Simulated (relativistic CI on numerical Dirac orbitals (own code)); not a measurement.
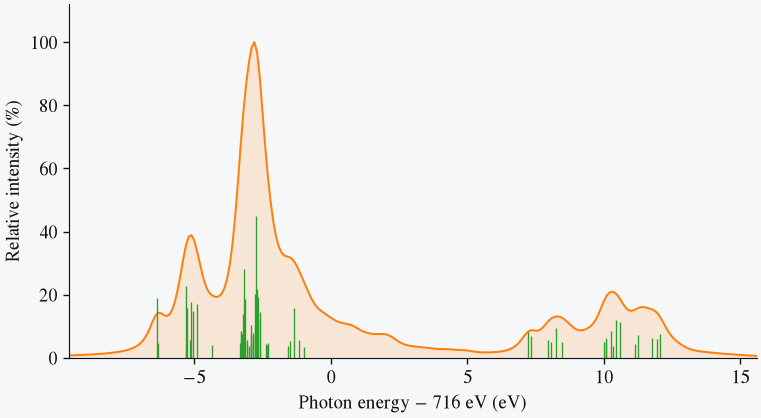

L₂,₃ X-ray absorption of Fe³⁺, [Ar] 3d⁵, in a field of D4h symmetry with 10Dq = 21,750, Ds = −1,500, Dt = 610 cm⁻¹. Sticks are the strongest transitions, on a scale of their own. Multiplet model: relativistic Dirac–Coulomb–Breit theory, one configuration a step, Slater integrals scaled by 0.8, 300 K, Voigt broadening (Lorentzian 0.6 eV, Gaussian 0.3 eV full widths), computed with a radial Dirac CI code.

Question: Give the peaks, the centroid and the ground-state spin.

Answer: The main maxima lie at 709.7 eV (14), 710.9 eV (39), 713.2 eV (100), 724.3 eV (13), 726.3 eV (21) and 727.4 eV (16), heights in % of the largest; the centroid is at 716.3 eV. The lower edge holds 0.77 of the intensity (branching ratio, edges parted at 722 eV, split at the minimum of the curve and uncertain by about 0.02), and the core spin-orbit splitting of the orbitals is 13.0 eV. The ground state has S = 2.50.

Caveat: free-ion energies, so absolute edge positions are off by a few eV from solids.
